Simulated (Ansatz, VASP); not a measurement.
# Cross-check of SiC (Moissanite 3C) between VASP and Ansatz, part 2 of 2

One calculation is typed for both programs; each brings its own data sets. How far apart do they land? The cell is taken from a series of VASP runs on this material, whose earlier steps may have relaxed, scaled or displaced it; both programs get it as it stands. Valence electrons are named where the data sets of a main pair hold unlike numbers.

VASP 6.6.1 and Ansatz 0.2.0.

So far: The starting structure; VASP: band structure, PBE0; Ansatz: band structure, PBE0.

## (4) Side by side

Known differences besides the potentials themselves: exact exchange at q = 0 is treated differently, which shows on coarse meshes; VASP keeps PBE cores, Ansatz makes them for the functional; the cutoff is 420 eV in Ansatz and 460 eV in VASP; VASP takes a coarser grid for exact exchange (PRECFOCK = Fast). Total energies have different zeros and are not compared.

The two programs side by side:

| quantity | Ansatz | VASP | difference |
| --- | --- | --- | --- |
| gap over the path points (eV) | 2.953 | 2.963 | -0.010 |

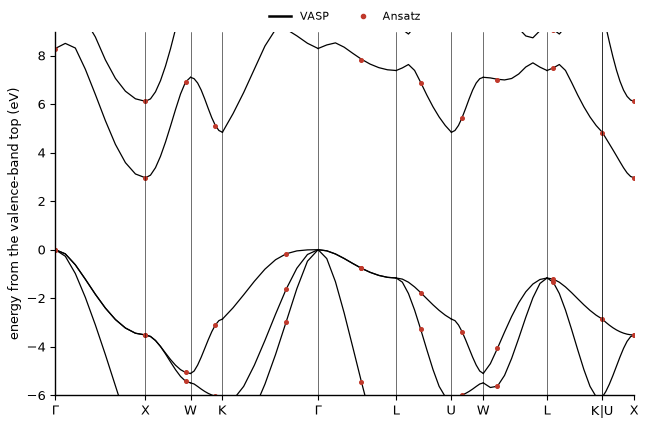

Bands from VASP (lines) and levels from Ansatz (dots). Dots without a line are higher empty bands that the VASP plot leaves out.

Levels at points of the path, from each program's valence-band top (eV; 3 filled, then empty):

| k (reciprocal lattice) | Ansatz | VASP |
| --- | --- | --- |
| 0.000 0.000 0.000 | 0.00 0.00 0.00 8.26 9.34 9.34 | 0.00 0.00 0.00 8.29 9.34 9.34 |
| 0.500 0.000 0.500 | -8.58 -3.51 -3.51 2.95 6.11 16.70 | -8.59 -3.52 -3.52 2.96 6.12 16.72 |
| 0.500 0.222 0.722 | -7.76 -5.42 -5.05 6.90 10.86 11.89 | -7.77 -5.42 -5.06 6.91 10.87 11.90 |
| 0.403 0.347 0.750 | -7.97 -6.03 -3.10 5.11 9.89 13.74 | -7.98 -6.04 -3.10 5.12 9.90 13.76 |
| 0.125 0.125 0.250 | -2.97 -1.62 -0.17 9.09 9.41 9.87 | -2.97 -1.62 -0.17 9.09 9.41 9.86 |
| 0.278 0.278 0.278 | -5.45 -0.76 -0.76 7.84 9.92 9.92 | -5.46 -0.77 -0.77 7.85 9.92 9.92 |
| 0.556 0.389 0.556 | -8.92 -3.29 -1.76 6.88 9.83 10.75 | -8.93 -3.29 -1.77 6.89 9.84 10.76 |
| 0.583 0.250 0.667 | -7.94 -5.99 -3.37 5.43 9.97 13.35 | -7.95 -5.99 -3.38 5.44 9.98 13.36 |
| 0.500 0.306 0.694 | -7.84 -5.62 -4.06 7.01 10.50 12.24 | -7.85 -5.63 -4.06 7.02 10.51 12.25 |
| 0.486 0.486 0.528 | -9.37 -1.33 -1.21 7.48 9.07 9.33 | -9.38 -1.34 -1.21 7.49 9.08 9.34 |

Among the levels compared at these points, filled levels agree within 10 meV and empty ones within 27 meV.

## (5) VASP: band structure, r2SCAN-EpsX with an exact-exchange share of 0.143

Levels along a path test the potential and the projectors away from the mesh points.

The run reads the wave functions of an earlier VASP run, which isn't shown here.

Input file INCAR:

```
SYSTEM = SiC
PREC = Accurate
ENCUT = 460
EDIFF = 1E-06
NELM = 100
ISMEAR = 0
SIGMA = 0.03
LREAL = .FALSE.
ALGO = Normal
LHFCALC = .TRUE.
AEXX = 0.143
METAGGA = R2SCAN
LASPH = .TRUE.
NBANDS = 10
PRECFOCK = Fast
HFRCUT = -1
LORBIT = 11
LWAVE = .FALSE.
LCHARG = .FALSE.
KPAR = 4
```

Input file POSCAR:

```
SiC
1.0
    0.0000000000      2.1790000000      2.1790000000
    2.1790000000      0.0000000000      2.1790000000
    2.1790000000      2.1790000000      0.0000000000
Si C
1 1
Direct
    0.0000000000      0.0000000000      0.0000000000
    0.7500000000      0.7500000000      0.7500000000
```

Input file KPOINTS:

```
Automatic mesh
0
Gamma
6 6 6
0 0 0
```

Input file KPOINTS_OPT:

```
Line mode
10
Line-mode
Reciprocal
  0.00000000   0.00000000   0.00000000 GAMMA
  0.50000000   0.00000000   0.50000000 X

  0.50000000   0.00000000   0.50000000 X
  0.50000000   0.25000000   0.75000000 W

  0.50000000   0.25000000   0.75000000 W
  0.37500000   0.37500000   0.75000000 K

  0.37500000   0.37500000   0.75000000 K
  0.00000000   0.00000000   0.00000000 GAMMA

  0.00000000   0.00000000   0.00000000 GAMMA
  0.50000000   0.50000000   0.50000000 L

  0.50000000   0.50000000   0.50000000 L
  0.62500000   0.25000000   0.62500000 U

  0.62500000   0.25000000   0.62500000 U
  0.50000000   0.25000000   0.75000000 W

  0.50000000   0.25000000   0.75000000 W
  0.50000000   0.50000000   0.50000000 L

  0.50000000   0.50000000   0.50000000 L
  0.37500000   0.37500000   0.75000000 K

  0.62500000   0.25000000   0.62500000 U
  0.50000000   0.00000000   0.50000000 X
```

Potentials, in the order of the species: Si and C (PBE family, release 64).

On the command line:

```bash
$ mpirun -np 4 vasp_std
```

Numbers of over 12 decimals in the logs are rounded to 6 here.

The program printed:

```text
[banner, memory and clock lines left out]
running    4 mpi-ranks, on    1 nodes
[...]
|                                                                             |
|               ----> ADVICE to this user running VASP <----                  |
|                                                                             |
|     You enforced a specific xc type in the INCAR file but a different       |
|     [... a line on the potential file left out ...]
|     I HOPE YOU KNOW WHAT YOU ARE DOING!                                     |
|                                                                             |

 LDA part: xc-table for (None), standard interpolation
 found WAVECAR, reading the header
 POSCAR, INCAR and KPOINTS ok, starting setup
[...]
HFRCUT set to (new)   10.218542
 reading WAVECAR
 the WAVECAR file was read successfully
 initial charge from wavefunction
 entering main loop
       N       E                     dE             d eps       ncg     rms          rms(c)
[...]
DAV:  10    -0.206258799506E+02    0.20151E-05   -0.21263E-07   160   0.446E-03    0.342E-02
DAV:  11    -0.206258788907E+02    0.10599E-05   -0.65791E-08   160   0.245E-03    0.194E-02
DAV:  12    -0.206258783173E+02    0.57345E-06   -0.23645E-08   160   0.149E-03
   1 F= -.20625878E+02 E0= -.20625878E+02  d E =-.934328E-27
 Start KPOINTS_OPT (optional k-point list driver)
k-point batch [1-16\100]
       N       E                     dE             ncg
DAV:   1     0.543388847443E+03   -0.33567E+04      320
DAV:   2     0.186044000117E+03   -0.35734E+03      432
DAV:   3     0.171562764990E+03   -0.14481E+02      420
DAV:   4     0.171450782522E+03   -0.11198E+00      376
DAV:   5     0.171450061222E+03   -0.72130E-03      410
DAV:   6     0.171450058922E+03   -0.22997E-05      398
DAV:   7     0.171450058910E+03   -0.12344E-07      374
[...]
k-point batch [97-100\100]
       N       E                     dE             ncg
DAV:   1     0.431889799533E+04   -0.14456E+04       96
DAV:   2     0.426794195767E+04   -0.50956E+02      104
DAV:   3     0.426703436865E+04   -0.90759E+00      118
DAV:   4     0.426702969864E+04   -0.46700E-02      104
DAV:   5     0.426702969193E+04   -0.67073E-05      104
DAV:   6     0.426702969192E+04   -0.83101E-08      120
```

OUTCAR, selected parts (step 5):

```text
 POSITION                                       TOTAL-FORCE (eV/Angst)
 -----------------------------------------------------------------------------------
      0.00000      0.00000      0.00000        -0.000000     -0.000000     -0.000000
      3.26850      3.26850      3.26850         0.000000      0.000000      0.000000
 -----------------------------------------------------------------------------------
    total drift:                                0.000000      0.000001      0.000001

  FREE ENERGIE OF THE ION-ELECTRON SYSTEM (eV)
  ---------------------------------------------------
  free  energy   TOTEN  =       -20.6258783173 eV

  energy  without entropy=      -20.6258783173  energy(sigma->0) =      -20.62587832

[... 2 parts as in an earlier step ...]

[... 1 further part left out ...]
[key lines of the parts left out:]
E-fermi :   7.6845
```

## (6) Ansatz: band structure, r2SCAN-EpsX with an exact-exchange share of 0.143

The same cell, functional, mesh and smearing now go to Ansatz, which takes its cutoff from its data sets.

The cell is taken from a series of VASP runs on this material, whose earlier steps may have relaxed, scaled or displaced it; both programs get it as it stands.

Input file input.yaml:

```yaml
crystal:
  lattice:
    - [0.0, 2.179, 2.179]
    - [2.179, 0.0, 2.179]
    - [2.179, 2.179, 0.0]
  atoms:
    - { symbol: Si, position: [0.0, 0.0, 0.0] }
    - { symbol: C, position: [0.75, 0.75, 0.75] }
hamiltonian:
  xc: { exchange: r2scan, correlation: r2scan, exx: { coeff: 0.143 } }
  pseudopotentials: { kind: paw }
kpoints:
  mp_grid: { grid: [6, 6, 6] }
  band_path:
    path:
      - [0.0, 0.0, 0.0]
      - [0.5, 0.0, 0.5]
      - [0.5, 0.22222, 0.72222]
      - [0.40278, 0.34722, 0.75]
      - [0.125, 0.125, 0.25]
      - [0.27778, 0.27778, 0.27778]
      - [0.55556, 0.38889, 0.55556]
      - [0.58333, 0.25, 0.66667]
      - [0.5, 0.30556, 0.69444]
      - [0.48611, 0.48611, 0.52778]
      - [0.625, 0.25, 0.625]
      - [0.5, 0.0, 0.5]
    npoints: 1
scf:
  occupations: { method: gaussian, width: 0.03 }
  n_extra_bands: 7
output:
  forces: true
  stress: true
  eigenvalues: true
```

On the command line:

```bash
$ ansatz run input.yaml --threads 4 --pin off --max-ram 9216MiB --backend cpu --events-out ev --progress --plain --runs-dir out
```

The program printed:

```text
[...]
Crystal: 2 atoms, lattice volume = 20.692 Å³
Basis set: ecut = 500 eV, 531 PW (Γ), exchange–correlation on 96×96×96 points (64 copies of the dense FFT grid, shifted against one another)
Bands: 11, of which v1, the nominal top of the filled ones, is band 4 counted from 1 (3 counted from 0)
Symmetry: 24 space group operations
[...]
k-points: 16 of 216 (time reversal used)
[...]
P = ⅓ Tr σ = -2.0595 GPa (-20.595 kbar)
--- Band table (eV; the first three rows and the last of 16) ---
  k-point 0: bands = [-8.0989, 8.8470, 8.8470, 8.8470, 16.6659, 17.7228, 17.7228, 17.7228, ... 3 higher]
  k-point 1: bands = [-7.5179, 6.2620, 8.4874, 8.4874, 16.7505, 18.2953, 18.2953, 18.9776, ... 3 higher]
  k-point 2: bands = [-5.8828, 2.1022, 7.9205, 7.9205, 16.0609, 18.0678, 18.0678, 20.7497, ... 3 higher]
  k-point 15: bands = [-2.6286, 0.9533, 3.9487, 4.1459, 14.1939, 17.5278, 21.6098, 23.1215, ... 3 higher]
[key lines of the parts left out:]
Free energy (F): -891.187839 eV
Fermi energy:    10.117350 eV
```

Run time: 14 s. Hardware: 4 threads of Arm Neoverse V2, shared host; peak memory 0.69 GiB.

## (7) Differences

What differs besides the data sets and the points named for the pairs above, as far as they apply: the cutoff is 500 eV in Ansatz and 460 eV in VASP. Total energies have different zeros and are not compared.

Compared:

| quantity | Ansatz | VASP | difference |
| --- | --- | --- | --- |
| gap over the path points (eV) | 2.541 | 2.556 | -0.015 |

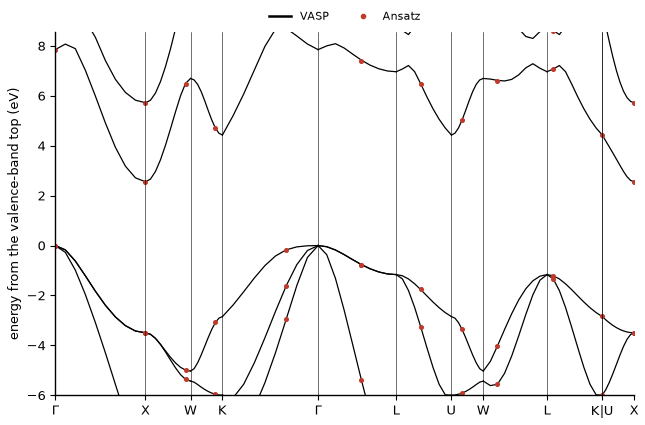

Bands from VASP (lines) and levels from Ansatz (dots). Dots without a line are higher empty bands that the VASP plot leaves out.

Levels at points of the path, from each program's valence-band top (eV; 3 filled, then empty):

| k (reciprocal lattice) | Ansatz | VASP |
| --- | --- | --- |
| 0.000 0.000 0.000 | 0.00 0.00 0.00 7.82 8.88 8.88 | 0.00 0.00 0.00 7.85 8.87 8.87 |
| 0.500 0.000 0.500 | -8.45 -3.49 -3.49 2.54 5.72 16.38 | -8.46 -3.50 -3.50 2.56 5.72 16.41 |
| 0.500 0.222 0.722 | -7.64 -5.36 -4.99 6.48 10.46 11.44 | -7.64 -5.36 -4.99 6.50 10.48 11.46 |
| 0.403 0.347 0.750 | -7.85 -5.95 -3.08 4.70 9.49 13.33 | -7.86 -5.96 -3.09 4.71 9.51 13.35 |
| 0.125 0.125 0.250 | -2.95 -1.61 -0.17 8.70 8.94 9.39 | -2.95 -1.61 -0.17 8.71 8.95 9.39 |
| 0.278 0.278 0.278 | -5.39 -0.76 -0.76 7.41 9.45 9.45 | -5.40 -0.76 -0.76 7.43 9.46 9.46 |
| 0.556 0.389 0.556 | -8.79 -3.26 -1.76 6.47 9.42 10.29 | -8.79 -3.26 -1.76 6.48 9.44 10.31 |
| 0.583 0.250 0.667 | -7.82 -5.91 -3.35 5.01 9.57 12.93 | -7.83 -5.91 -3.36 5.03 9.58 12.95 |
| 0.500 0.306 0.694 | -7.72 -5.56 -4.02 6.60 10.07 11.84 | -7.72 -5.56 -4.02 6.62 10.08 11.85 |
| 0.486 0.486 0.528 | -9.23 -1.33 -1.20 7.06 8.61 8.86 | -9.23 -1.33 -1.21 7.07 8.62 8.87 |

Among the levels compared at these points, filled levels agree within 8 meV and empty ones within 34 meV.

## (8) What came out

- largest difference of a filled level at the path points (band structure, PBE0): 10 meV
- largest difference of a filled level at the path points (band structure, r2SCAN-EpsX with an exact-exchange share of 0.143): 8.1 meV

The largest difference of a filled level at the path points is 10 meV (band structure, PBE0), within the 80 meV picked in this series as the mark of a large difference. Such differences can come from data sets, numerical settings and the points named under the comparisons, not from the functional's error against experiment.

[Lines on the potential files, build, host, timing and source positions are cut from VASP's logs without a mark.]

[Logs are printed without paths, hosts, clocks, repeated set-up lines and the standing remarks that a program may print on its own settings, such as how far it seeks lower states.]

[Hosts, paths, dates, database ids (printed as entryN), source tags and the programs' standing remarks are cut or masked in the printed files.]
